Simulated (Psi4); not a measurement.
# InH3Cl− ([InClH3]-) at 3 levels

Wanted: a comparison of 3 runs (B3LYP/def2-SVPD, M06-2X/def2-SVPD, wB97X/def2-SVPD) of InH3Cl− ([InClH3]-). 

The results are computed with Psi4 1.11.

**1. The structure to begin with**

InH3Cl−: 5 atoms, total charge -1, spin state singlet. As SMILES, `[H][In-]([H])([H])[Cl]`. One bond was lengthened or shortened from a relaxed shape.

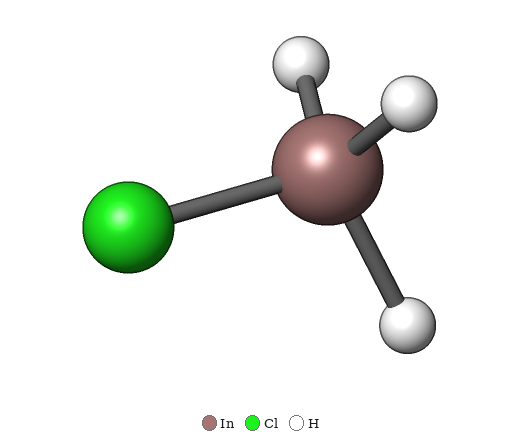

Viewed from a chosen angle; indium brown, chlorine green, hydrogen white.

**2. Energy and gradient at B3LYP/def2-SVPD (core potential) (run 1)**

clh3in_ase.py reads:

```python
import numpy as np
from ase.calculators.psi4 import Psi4
from ase import Atoms

mol = Atoms(['In', 'Cl', 'H', 'H', 'H'], positions=[
    [-0.245596, -0.001294, -0.101414],
    [-0.230646, -0.022264, 2.237926],
    [1.620790, 0.013380, -0.670930],
    [-1.061536, 1.409076, -0.571654],
    [-1.056796, -1.406554, -0.596774],
])
calc = Psi4(atoms=mol, method='b3lyp', basis='def2-SVPD', memory='1600MB', num_threads=1, charge=-1, multiplicity=1, label='psi4-calc')
calc.psi4.set_options({'puream': True, 'e_convergence': 1e-09, 'd_convergence': 1e-08, 'scf_type': 'pk', 'dft_radial_points': 99, 'dft_spherical_points': 590})
mol.calc = calc

forces = mol.get_forces()
print(f'energy: {mol.get_potential_energy():.6f} eV')
print('forces / eV A^-1')
print(np.round(forces, 5))
```

On the command line:

```bash
$ python clh3in_ase.py
```

psi4-calc.dat:

```text
[...]
    !!!  WARNING: ECP capability is in beta. Please check occupations closely.  !!!
[...]
  Running in c1 symmetry.
[...]
  Nuclear repulsion =  108.212854802466197
[...]
  Multiplicity = 1
[...]
  Nalpha       = 21
  Nbeta        = 21
[...]
    Number of basis functions: 83
[...]
   @RKS iter   1:  -651.91416117829237   -8.36689e-01   6.89410e-03 ADIIS/DIIS
[...]
   @RKS iter  10:  -652.15417478683139   -1.81899e-12   6.36361e-09 DIIS
[...]
    Orbital Energies [Eh]
    ---------------------
    Doubly Occupied:
       1A   -101.296618     2A     -9.249368     3A     -7.014535
       4A     -7.010550     5A     -7.010487     6A     -4.474038
       7A     -2.879158     8A     -2.874656     9A     -2.874634
      10A     -0.621400    11A     -0.570121    12A     -0.566337
      13A     -0.561652    14A     -0.561413    15A     -0.551414
      16A     -0.254605    17A     -0.144251    18A     -0.141556
      19A     -0.136941    20A     -0.093374    21A     -0.083368
[...]
  @RKS Final Energy:  -652.15417478683139
   => Energetics <=
    Nuclear Repulsion Energy =            108.2128548024661967
    One-Electron Energy =               -1196.2604491461438556
    Two-Electron Energy =                 473.3405623958430510
    DFT Exchange-Correlation Energy =     -37.4471428389968537
    Empirical Dispersion Energy =           0.0000000000000000
    VV10 Nonlocal Energy =                  0.0000000000000000
    Total Energy =                       -652.1541747868313905
[...]
 Multipole Moments:
 ------------------------------------------------------------------------------------
     Multipole            Electronic (a.u.)      Nuclear  (a.u.)        Total (a.u.)
 ------------------------------------------------------------------------------------
 L = 1.  Multiply by 2.5417464519 to convert [e a0] to [Debye]
 Dipole X            :         -0.8847334            0.5452826           -0.3394507
 Dipole Y            :          0.2736448           -0.2747944           -0.0011496
 Dipole Z            :        -31.9138451           31.5816910           -0.3321541
 Magnitude           :                                                    0.4749257
[...]
  -Total Gradient:
     Atom            X                  Y                   Z
    ------   -----------------  -----------------  -----------------
       1       -0.034049205171    -0.000454539691     0.039277927895
       2       -0.000840733546     0.000398377301    -0.042908041970
       3        0.019820204420     0.000253927460    -0.006319367965
       4        0.007668622469    -0.016801865480     0.004846267538
       5        0.007403899548     0.016603515841     0.005108365001
[...]
```

On the terminal:

```text
energy: -17746.018998 eV
forces / eV A^-1
[[ 1.75088  0.02337 -2.01975]
 [ 0.04323 -0.02049  2.20642]
 [-1.0192  -0.01306  0.32495]
 [-0.39434  0.86399 -0.24921]
 [-0.38072 -0.85379 -0.26268]]
```

It took 16 s on 1 thread of Intel Xeon Platinum 8375C at 2.90GHz (Ice Lake), shared host; peak memory 0.94 GiB.

**3. Energy and gradient at M06-2X/def2-SVPD (core potential) (run 2)**

job.py reads:

```python
import psi4

psi4.set_memory('1600 MB')
psi4.set_num_threads(1)
psi4.set_output_file('psi4.out', False)

molecule = psi4.geometry("""
-1 1
In    -0.245596    -0.001294    -0.101414
Cl    -0.230646    -0.022264     2.237926
H      1.620790     0.013380    -0.670930
H     -1.061536     1.409076    -0.571654
H     -1.056796    -1.406554    -0.596774
units angstrom
symmetry c1
""")

options = {'reference': 'rks', 'puream': True, 'e_convergence': 1e-09, 'd_convergence': 1e-08, 'scf_type': 'pk', 'dft_radial_points': 99, 'dft_spherical_points': 590}
psi4.set_options(options)

E = psi4.gradient('m06-2x/def2-SVPD', molecule=molecule)
print('gradient / Eh bohr^-1')
print(E.np.round(6))
```

On the command line:

```bash
$ python job.py
```

psi4.out:

```text
[...]
    !!!  WARNING: ECP capability is in beta. Please check occupations closely.  !!!
[...]
  Running in c1 symmetry.
[...]
  Nuclear repulsion =  108.212854802466197
[...]
  Multiplicity = 1
[...]
  Nalpha       = 21
  Nbeta        = 21
[...]
    Number of basis functions: 83
[...]
   @RKS iter   1:  -651.81409320235457   -9.95938e-01   5.72879e-03 ADIIS/DIIS
[...]
   @RKS iter  10:  -651.97734653214229   -5.68434e-12   3.90959e-09 DIIS
[...]
    Orbital Energies [Eh]
    ---------------------
    Doubly Occupied:
       1A   -102.427284     2A     -9.595005     3A     -7.319761
       4A     -7.317120     5A     -7.317083     6A     -4.683952
       7A     -3.063487     8A     -3.059092     9A     -3.058934
      10A     -0.722956    11A     -0.686291    12A     -0.682879
      13A     -0.677948    14A     -0.677510    15A     -0.658102
      16A     -0.305189    17A     -0.201160    18A     -0.200454
      19A     -0.195030    20A     -0.142234    21A     -0.128670
[...]
  @RKS Final Energy:  -651.97734653214229
   => Energetics <=
    Nuclear Repulsion Energy =            108.2128548024661967
    One-Electron Energy =               -1196.1831701517078272
    Two-Electron Energy =                 458.1323151855362426
    DFT Exchange-Correlation Energy =     -22.1393463684368825
    Empirical Dispersion Energy =           0.0000000000000000
    VV10 Nonlocal Energy =                  0.0000000000000000
    Total Energy =                       -651.9773465321422918
[...]
 Multipole Moments:
 ------------------------------------------------------------------------------------
     Multipole            Electronic (a.u.)      Nuclear  (a.u.)        Total (a.u.)
 ------------------------------------------------------------------------------------
 L = 1.  Multiply by 2.5417464519 to convert [e a0] to [Debye]
 Dipole X            :         -0.8930390            0.5452826           -0.3477563
 Dipole Y            :          0.2730680           -0.2747944           -0.0017264
 Dipole Z            :        -31.8898593           31.5816910           -0.3081682
 Magnitude           :                                                    0.4646559
[...]
  -Total Gradient:
     Atom            X                  Y                   Z
    ------   -----------------  -----------------  -----------------
       1       -0.036179382639    -0.000436436174     0.036984724850
       2       -0.000924604834     0.000404605628    -0.043476541366
       3        0.018201411137     0.000243621330    -0.005776417043
       4        0.009608185726    -0.020093646873     0.006127479373
       5        0.009331713532     0.019874278598     0.006445298847
[...]
```

On the terminal:

```text
gradient / Eh bohr^-1
[[-0.036179 -0.000436  0.036985]
 [-0.000925  0.000405 -0.043477]
 [ 0.018201  0.000244 -0.005776]
 [ 0.009608 -0.020094  0.006127]
 [ 0.009332  0.019874  0.006445]]
```

Run time: 29 s. Hardware: 1 thread of Intel Xeon Platinum 8375C at 2.90GHz (Ice Lake), shared host; peak memory 1.1 GiB.

**4. A single-point energy at wB97X/def2-SVPD (core potential) (run 3)**

input.in reads:

```
memory 1600 mb

molecule m {
  -1 1
  In    -0.245596    -0.001294    -0.101414
  Cl    -0.230646    -0.022264     2.237926
  H      1.620790     0.013380    -0.670930
  H     -1.061536     1.409076    -0.571654
  H     -1.056796    -1.406554    -0.596774
  symmetry c1
  no_reorient
  no_com
}

set globals {
  puream true
  e_convergence 1e-09
  d_convergence 1e-08
  scf_type pk
  dft_radial_points 99
  dft_spherical_points 590
}

result, w = energy("wb97x/def2-SVPD", return_wfn=True)
print_variables()
```

On the command line:

```bash
$ psi4 input.in input.out -n 1
```

input.out:

```text
[...]
    !!!  WARNING: ECP capability is in beta. Please check occupations closely.  !!!
[...]
  Running in c1 symmetry.
[...]
  Nuclear repulsion =  108.212854802466197
[...]
  Multiplicity = 1
[...]
  Nalpha       = 21
  Nbeta        = 21
[...]
    Number of basis functions: 83
[...]
   @RKS iter   1:  -651.98477335441635   -1.16832e+00   5.25064e-03 DIIS/ADIIS
[...]
   @RKS iter  11:  -652.10812299789143   -2.61480e-12   2.23531e-09 DIIS
[...]
    Orbital Energies [Eh]
    ---------------------
    Doubly Occupied:
       1A   -101.261532     2A     -9.333083     3A     -7.097466
       4A     -7.093314     5A     -7.093253     6A     -4.581761
       7A     -2.993786     8A     -2.989110     9A     -2.988855
      10A     -0.743306    11A     -0.685319    12A     -0.681710
      13A     -0.676758    14A     -0.676517    15A     -0.668051
      16A     -0.367395    17A     -0.243994    18A     -0.242557
      19A     -0.237423    20A     -0.187245    21A     -0.175951
[...]
  @RKS Final Energy:  -652.10812299789143
   => Energetics <=
    Nuclear Repulsion Energy =            108.2128548024661967
    One-Electron Energy =               -1196.2582225100461528
    Two-Electron Energy =                 469.6401468198178577
    DFT Exchange-Correlation Energy =     -33.7029021101292230
    Empirical Dispersion Energy =           0.0000000000000000
    VV10 Nonlocal Energy =                  0.0000000000000000
    Total Energy =                       -652.1081229978914280
[...]
 Multipole Moments:
 ------------------------------------------------------------------------------------
     Multipole            Electronic (a.u.)      Nuclear  (a.u.)        Total (a.u.)
 ------------------------------------------------------------------------------------
 L = 1.  Multiply by 2.5417464519 to convert [e a0] to [Debye]
 Dipole X            :         18.2005159          -18.0960930            0.1044229
 Dipole Y            :          0.7465316           -0.7365397            0.0099919
 Dipole Z            :        -65.5239908           64.3937216           -1.1302692
 Magnitude           :                                                    1.1351266
[...]
```

Wall time 13 s (1 thread of Intel Xeon Platinum 8375C at 2.90GHz (Ice Lake), shared host); peak memory 0.97 GiB.

**5. All runs side by side**

```
run                              level      task  energy (Eh)  HOMO energy (eV)  LUMO energy (eV)  HOMO–LUMO gap (eV)  wall time
  1   B3LYP/def2-SVPD (core potential)  gradient  -652.154175             -2.27              3.53                5.80       16 s
  2  M06-2X/def2-SVPD (core potential)  gradient  -651.977347             -3.50              3.69                7.20       29 s
  3   wB97X/def2-SVPD (core potential)    energy  -652.108123             -4.79              4.92                9.70       13 s
```

**6. Outcome**

| quantity | value |
| --- | --- |
| run 3: total energy | -652.10812 Eh |
| run 3: HOMO energy | -4.79 eV |
| run 3: LUMO energy | 4.92 eV |
| run 3: HOMO–LUMO gap (to an unbound level, set by the basis) | 9.70 eV |

**Reading.** The HOMO–LUMO gap runs from 5.80 eV (B3LYP/def2-SVPD) to 9.70 eV (wB97X/def2-SVPD). The empty levels of an anion lie above zero and hang on the basis. Totals of different functionals can't be ranked against each other. All runs together took 58 s, the longest 29 s.
